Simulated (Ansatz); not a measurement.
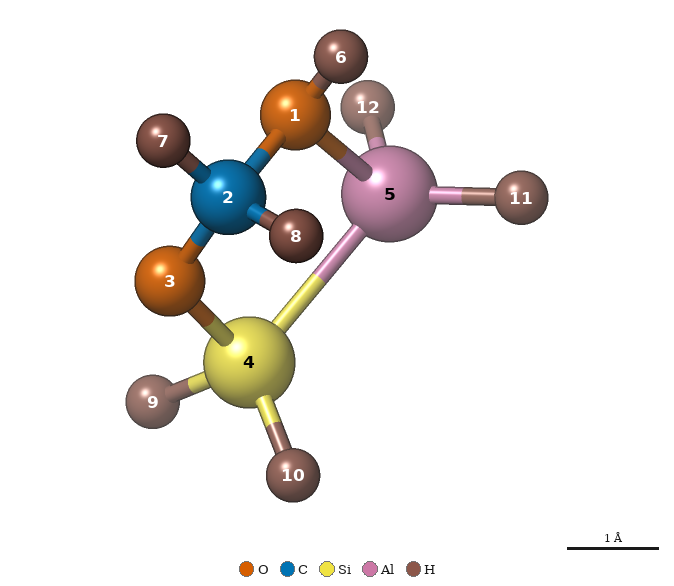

Orthographic view. Distant atoms are faded towards the background colour. The computed structure is the end point of a PBE0-D4/def2-TZVP optimisation. No frequency run is at hand to confirm it as a minimum.

Write a Z-matrix (Å, degrees) in the order of the atom numbers, with these reference atoms: 2 to 1; 3 to 2, 1; 4 to 3, 2, 1; 5 to 1, 2, 3; 6 to 1, 2, 3; 7 to 2, 3, 4; 8 to 2, 7, 3; 9 to 4, 3, 2; 10 to 4, 9, 3; 11 to 5, 1, 6; 12 to 5, 11, 1.

```
O  
C    1   1.480
O    2   1.346   1   108.8
Si   3   1.723   2   119.3   1    51.4
Al   1   2.004   2   116.5   3   -45.2
H    1   0.964   2   109.8   3  -177.4
H    2   1.093   3   110.4   4   167.8
H    2   1.100   7   110.9   3  -126.9
H    4   1.487   3   103.0   2  -156.7
H    4   1.496   9   106.0   3   111.7
H    5   1.600   1    99.7   6    33.4
H    5   1.590  11   119.0   1   111.9
```
